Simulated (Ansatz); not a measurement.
Ligand exchange: SnH2(CH3)F + BH(CH3)(SiH3) → SnH2(CH3)(SiH3) + BH(CH3)F

Species: SnH2(CH3)F, singlet; BH(CH3)(SiH3), singlet; SnH2(CH3)(SiH3), singlet; BH(CH3)F, singlet. The partners trade F for SiH3: Sn–F and B–SiH3 bonds give way to Sn–SiH3 and B–F.

Shapes, held fixed at every level: PBE0-D4/def2-TZVP. Programs: Ansatz 0.2.0. The zero-point and thermal change to 298 K, harmonic and unscaled (PBE0-D4/def2-TZVP), is +4.1 kJ/mol.

| level | kind | ΔH(298 K) (kJ/mol) | less CCSD(T)/def2-TZVPP |
| --- | --- | --- | --- |
| SPW92/def2-TZVPP | LDA | -146.3 | -7.8 |
| BHLYP-D4/def2-TZVPP | global hybrid | -137.2 | +1.3 |
| r2SCAN0-D4/def2-TZVPP | global hybrid | -138.1 | +0.4 |
| wB97M-V/def2-TZVPP | range-separated hybrid | -135.0 | +3.5 |
| MP2/def2-TZVPP | perturbation theory | -143.5 | -5.0 |
| CCSD(T)/def2-SVP | coupled cluster or CI | -152.8 | -14.3 |
| CCSD/def2-SVP | coupled cluster or CI | -151.2 | -12.7 |
| CCSD(T)/def2-TZVPP | coupled cluster or CI | -138.5 | 0.0 |

The highest level, CCSD(T)/def2-TZVPP, gives ΔH(298 K) = -138.5 kJ/mol; the levels span -152.8 to -135.0. The column of differences is taken from that level and isn't an error. No measured value is set beside it here. For atoms past krypton def2 sets carry core potentials with scalar relativity. Correlated rows may include outer-core shells of Sn, which these sets cover unevenly.

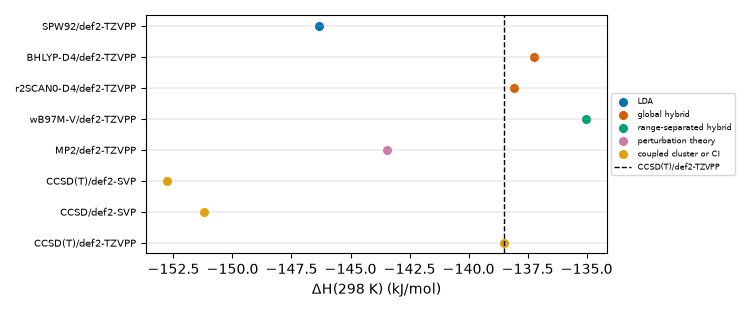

The values of the table, level by level.
